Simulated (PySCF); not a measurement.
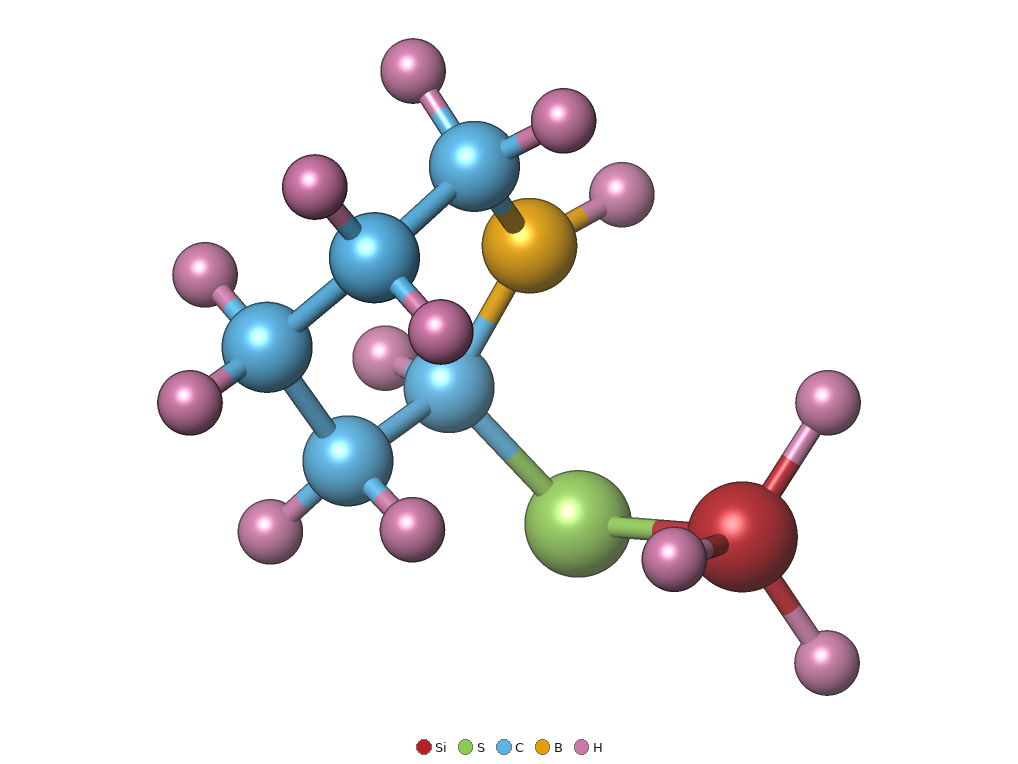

The computed structure is the end point of a GFN2-xTB optimisation. No frequency run is at hand to confirm it as a minimum. Properties computed with PBE0/pcSseg-1, gas phase (PySCF 2.14.0).

### Estimate the HOMO energy (Kohn–Sham orbital).

−6.74 eV.

### Estimate the dipole moment.

2.02 D.

### Give the LUMO energy (Kohn–Sham orbital) at this level.

−1.43 eV.

The geometry is semi-empirical. Around B, Si such bond lengths and angles can be off by a tenth of an ångström or more and by several degrees, and values that hang on the shape move with them.
